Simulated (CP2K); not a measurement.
Band structure of SiO₂ (P4_2/mnm, 6 atoms in the cell).

```
SiO2
1.0
    4.22222     0.00000     0.00000
    0.00000     4.22222     0.00000
    0.00000     0.00000     2.69697
Si O
2 4
Direct
  0.00000   0.00000   0.00000
  0.50000   0.50000   0.50000
  0.30600   0.30600   0.00000
  0.80600   0.19400   0.50000
  0.19400   0.80600   0.50000
  0.69400   0.69400   0.00000
```

Method: PBE, GPW, DZVP-MOLOPT-SR-GTH basis, GTH-PBE potentials (GTH_POTENTIALS) in CP2K 2026.2.

Settings: CUTOFF = 450 Ry; REL_CUTOFF = 50 Ry; SMEAR/METHOD = FERMI_DIRAC; ELECTRONIC_TEMPERATURE = 580.23 K; KPOINTS/SCHEME = MONKHORST-PACK 5 5 8; GAMMA_CENTERED = T; XC_FUNCTIONAL = PBE; Si/BASIS_SET = DZVP-MOLOPT-SR-GTH-q4; Si/POTENTIAL = GTH-PBE-q4; O/BASIS_SET = DZVP-MOLOPT-SR-GTH-q6; O/POTENTIAL = GTH-PBE-q6; METHOD = GPW; EPS_DEFAULT = 1e-10; EXTRAPOLATION = USE_GUESS.

The starting cell has typed, rounded lattice constants, without a prior relaxation at this level. Its lattice was rescaled by a random factor within 2.5 % of one. Values carry the incompleteness of an atom-centred basis.

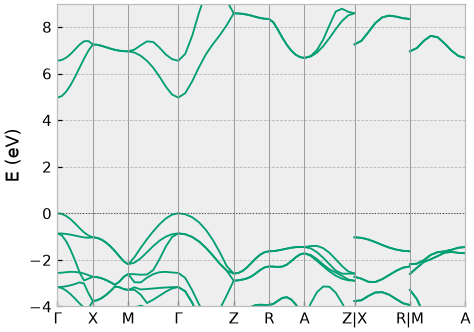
Figure: Bands along the path, energies from the top of the valence band on the SCF mesh.

### Question
Read off roughly the gap and where its edges lie.

### Answer
The gap along the path is about 5.0 eV (computed: 4.97 eV), direct at Γ to within 0.01 eV.

Levels in eV from the top of the valence band on the SCF mesh, bands 13 to 17:
| point | 13 | 14 | 15 | 16 | 17 |
|---|---|---|---|---|---|
| Γ | -2.56 | -0.86 | -0.86 | 0.00 | 4.97 |
| X | -2.73 | -2.73 | -1.03 | -1.03 | 7.25 |
| M | -2.61 | -2.61 | -2.19 | -2.19 | 6.95 |
| Z | -2.89 | -2.89 | -2.59 | -2.59 | 8.58 |
| R | -2.28 | -2.28 | -1.63 | -1.63 | 8.34 |
| A | -1.72 | -1.72 | -1.45 | -1.45 | 6.67 |

Higher empty bands are left out: an atom-centred basis made for the valence describes them poorly.
